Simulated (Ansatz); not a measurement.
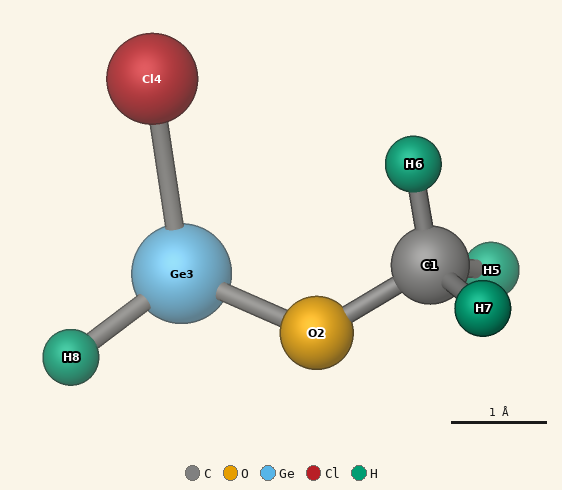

**Figure 1.** The input geometry of the first run (ball-and-stick view, seen at a tilt; atoms are numbered from 1 in the order of the input). Sticks mark near contacts. Bond lengths as drawn: Cl–Ge 2.19 Å, C–H 1.10 Å, C–O 1.40 Å, Ge–H 1.56 Å and Ge–O 1.77 Å.

## Two runs on CH4ClGeO

System: CH4ClGeO, multiplicity 2.
Method of the first run: UKS PBE0-D4/def2-SVP (Ansatz 0.2.0).

Text and figures count atoms from 1; the logs count them from 0 in places.

The input, the first run:
```yaml
crystal:
  periodic: [false, false, false]
  atoms:
    - { symbol: C, position_ang: [0.534172, 1.022058, -0.386605] }
    - { symbol: O, position_ang: [0.75091, -0.210775, 0.248106] }
    - { symbol: Ge, position_ang: [-0.320895, -1.616701, 0.093871] }
    - { symbol: Cl, position_ang: [-2.367949, -0.880724, 0.310296] }
    - { symbol: H, position_ang: [0.87034, 1.003585, -1.43869] }
    - { symbol: H, position_ang: [-0.527805, 1.322711, -0.363054] }
    - { symbol: H, position_ang: [1.123001, 1.786754, 0.143488] }
    - { symbol: H, position_ang: [0.026081, -2.47715, 1.345289] }
magnetization:
  spin_polarized: true
  initial_magnetization: 1
basis:
  gaussian: { orbitals: def2-SVP }
hamiltonian:
  xc: pbe0
  dispersion: d4
output:
  forces: true
```

Command:
```bash
ansatz run input.yaml --threads 1 --pin off --max-ram 2560MiB --backend cpu --events-out ev --progress --plain --runs-dir out
```

Hardware: 1 thread of Intel Xeon @ 2.50GHz (Skylake/Cascade Lake), 64 GiB of memory available, shared host.

Output (the first run):
```
Engine: ansatz 0.2.0, x86_64-unknown-linux-gnu
Functional definition: PBE0
  parameter a = 0.25
  parameter kappa = 0.804
  parameter beta = 0.06672455060314922
  exchange = (1 - a)*pbe_x(kappa = kappa, mu = beta*pi^2/3) + a*exact_x
  correlation = pbe_c(beta = beta)
957 factors; integrals over basis functions are off by at most 1.6e-3 eV
mean field evaluation 1: about -72157.8875 eV, gradient 3.2e1 eV
mean field evaluation 2: about -72140.0393 eV, gradient 7.2e1 eV
mean field evaluation 4: about -72162.1748 eV, gradient 3.6e0 eV
mean field evaluation 8: about -72162.3244 eV, gradient 2.5e-1 eV
mean field evaluation 16: about -72162.3246 eV, gradient 2.8e-4 eV
mean field -72162.32461764 eV, -2651.9165163180 hartree, gradient 7.2e-5 eV, S^2 0.753108; 0 other end points of the search recorded, 0 dependent functions left out
the calculation of the forces begins
reference -72162.32464271 eV, -2651.9165172391 hartree; 34, 33 occupied and 64, 65 virtual orbitals, 957 factors
Total energy: -72162.46920174 eV, -2651.9218296853 hartree
Atom 0 at     0.534172     1.022058    -0.386605 Å, force    -0.002053    -0.001504    -0.001101 eV/Å
Atom 1 at     0.750910    -0.210775     0.248106 Å, force     0.000830     0.000623     0.001734 eV/Å
Atom 2 at    -0.320895    -1.616701     0.093871 Å, force    -0.000631     0.000910    -0.000688 eV/Å
Atom 3 at    -2.367949    -0.880724     0.310296 Å, force     0.000089     0.000006     0.000395 eV/Å
Atom 4 at     0.870340     1.003585    -1.438690 Å, force     0.000538    -0.000137     0.000248 eV/Å
Atom 5 at    -0.527805     1.322711    -0.363054 Å, force     0.000065     0.000859    -0.000786 eV/Å
Atom 6 at     1.123001     1.786754     0.143488 Å, force     0.000329    -0.000865     0.000641 eV/Å
Atom 7 at     0.026081    -2.477150     1.345289 Å, force     0.000834     0.000108    -0.000443 eV/Å
Dipole moment:     0.205611    -0.005709    -0.172619 e Å
```

For the second run the input was changed thus:
```diff
-    - { symbol: Ge, position_ang: [-0.320895, -1.616701, 0.093871] }
-    - { symbol: Cl, position_ang: [-2.367949, -0.880724, 0.310296] }
+    - { symbol: Ge, position_ang: [1.676606, -1.549856, -0.458386] }
+    - { symbol: Cl, position_ang: [3.494329, -0.684545, -1.310473] }
-    - { symbol: H, position_ang: [0.026081, -2.47715, 1.345289] }
+    - { symbol: H, position_ang: [0.771621, -2.040025, -1.627808] }
```

How does the second run compare with the first run?

With the same method and basis, the second run lies 4.9 kcal/mol higher. The largest force goes from 0.003 to 0.545 eV/Å.

Output (the second run):
```
Engine: ansatz 0.2.0, x86_64-unknown-linux-gnu
Functional definition: PBE0
  parameter a = 0.25
  parameter kappa = 0.804
  parameter beta = 0.06672455060314922
  exchange = (1 - a)*pbe_x(kappa = kappa, mu = beta*pi^2/3) + a*exact_x
  correlation = pbe_c(beta = beta)
956 factors; integrals over basis functions are off by at most 1.3e-3 eV
mean field evaluation 1: about -72157.5316 eV, gradient 3.3e1 eV
mean field evaluation 2: about -72134.1567 eV, gradient 7.8e1 eV
mean field evaluation 4: about -72161.9356 eV, gradient 4.1e0 eV
mean field evaluation 8: about -72162.1107 eV, gradient 3.3e-1 eV
mean field evaluation 16: about -72162.1112 eV, gradient 4.5e-4 eV
mean field -72162.11123201 eV, -2651.9086745407 hartree, gradient 7.0e-5 eV, S^2 0.752933; 0 other end points of the search recorded, 0 dependent functions left out
the calculation of the forces begins
reference -72162.11125717 eV, -2651.9086754652 hartree; 34, 33 occupied and 64, 65 virtual orbitals, 956 factors
Total energy: -72162.25804930 eV, -2651.9140699766 hartree
Atom 0 at     0.534172     1.022058    -0.386605 Å, force     0.542581     0.041244    -0.028174 eV/Å
Atom 1 at     0.750910    -0.210775     0.248106 Å, force    -0.234960    -0.347223     0.181672 eV/Å
Atom 2 at     1.676606    -1.549856    -0.458386 Å, force    -0.187444     0.467743     0.053988 eV/Å
Atom 3 at     3.494329    -0.684545    -1.310473 Å, force    -0.090487    -0.088594    -0.003268 eV/Å
Atom 4 at     0.870340     1.003585    -1.438690 Å, force    -0.072849     0.160978    -0.036998 eV/Å
Atom 5 at    -0.527805     1.322711    -0.363054 Å, force    -0.007271    -0.232384     0.098334 eV/Å
Atom 6 at     1.123001     1.786754     0.143488 Å, force    -0.049652     0.237857    -0.107032 eV/Å
Atom 7 at     0.771621    -2.040025    -1.627808 Å, force     0.100082    -0.239620    -0.158520 eV/Å
Dipole moment:    -0.229415    -0.077515    -0.085349 e Å
```

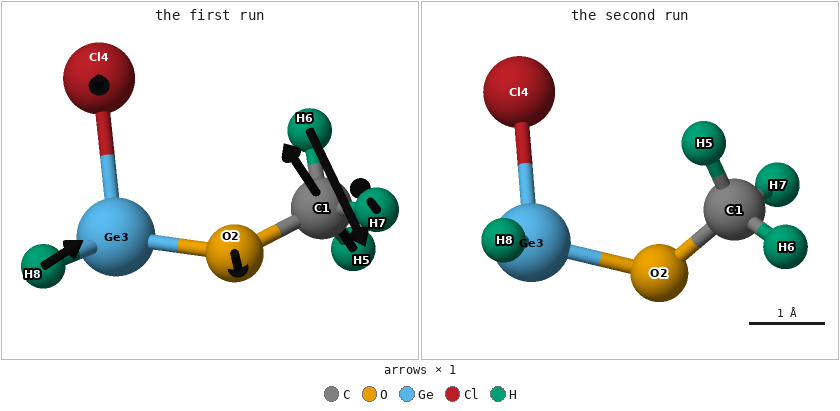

**Figure 2.** The two input geometries at one scale (ball-and-stick view, seen at a tilt). The black arrows on the first give the shifts of the atoms after the best rigid fit, at true length. The atom that moves furthest after the best rigid fit is H5 (2.25 Å). By element the largest moves are H 2.25 Å, O 0.86 Å, Cl 0.52 Å, C 0.15 Å, Ge 0.13 Å.

The two runs side by side:

| quantity | the first run | the second run |
| --- | --- | --- |
| outcome | converged | converged |
| total energy (hartree) | −2651.921830 | −2651.914070 |
| ⟨S²⟩ | 0.753 | 0.753 |
| largest force (eV/Å) | 0.003 | 0.545 |
| basis functions | 98 | 98 |
| wall time (shared host) | 7.7 s | 8.3 s |
